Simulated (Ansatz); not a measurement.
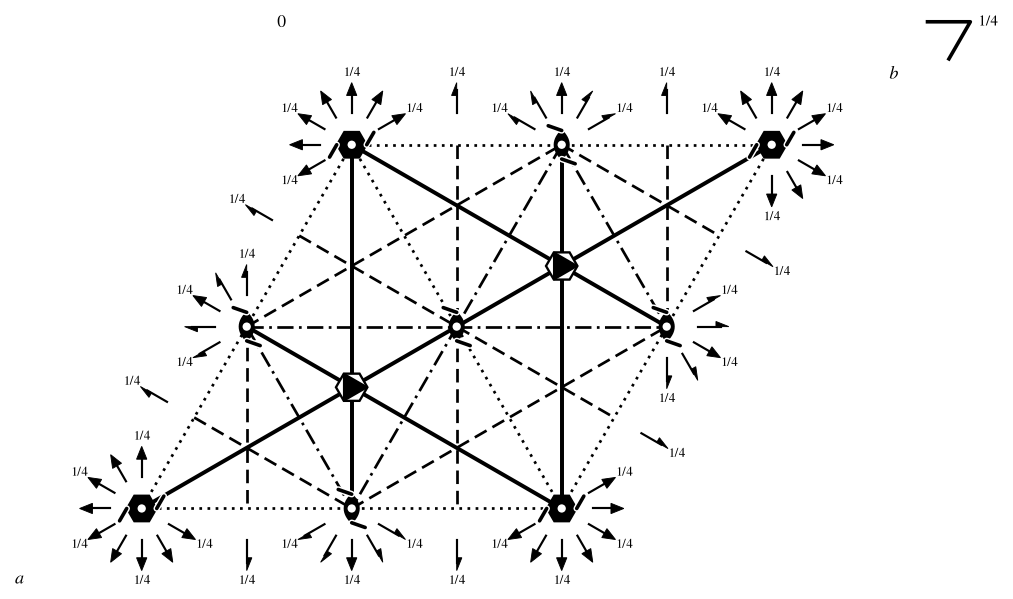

Symmetry elements of a space group, projected down c, computed from the operations of a computed or model structure of composition Ti.

Symbols follow the International Tables: origin at the upper left, the third axis towards the viewer; heavy, dashed, dotted, dash-dotted and dash-dot-dot lines are mirror, in-plane glide, out-of-plane glide, diagonal (n; with arrows d) and double (e) glide planes seen edge on; arrows at the rim are 2 (full head) and 2₁ (half head) axes in the plane; the corner sign is a plane parallel to the page; fractions are heights. Handed screw axes carry their printed symbol instead of tails.

> Which space group is it?

No. 194, P6_3/mmc; primitive hexagonal, point group 6/mmm, 24 general positions a cell.

> List the elements shown.

−6 axes along c at (1/3, 2/3), (2/3, 1/3); 6₃ axes along c at (0, 0); 2₁ axes along c at (0, 1/2), (1/2, 0), (1/2, 1/2); inversion centres at (0, 0), (0, 1/2), (1/2, 0), (1/2, 1/2); mirror planes holding c and [1 2 0] or [2 1 0] or [−1 1 0]; in-plane glide planes holding c and [1 2 0] or [2 1 0] or [−1 1 0]; c glide planes normal to a*, at x = 0; n glide planes normal to a*, at x = 1/2; c glide planes normal to b*, at y = 0; n glide planes normal to b*, at y = 1/2; c glide planes holding c and [1 1 0]; diagonal glide planes holding c and [1 1 0]; a mirror plane normal to c at height 1/4; 2 axes along [1 1 0] at height 0; 2 axes along [1 2 0] at height 1/4; 2 axes along [2 1 0] at height 1/4; 2 axes along [−1 1 0] at height 1/4; 2 axes along a at height 0; 2 axes along b at height 0; 2₁ axes along [1 1 0] at height 0; 2₁ axes along [1 2 0] at height 1/4; 2₁ axes along [2 1 0] at height 1/4; 2₁ axes along [−1 1 0] at height 1/4; 2₁ axes along a at height 0; 2₁ axes along b at height 0. Heights repeat every half period; positions are (a, b) fractions, modulo 1.
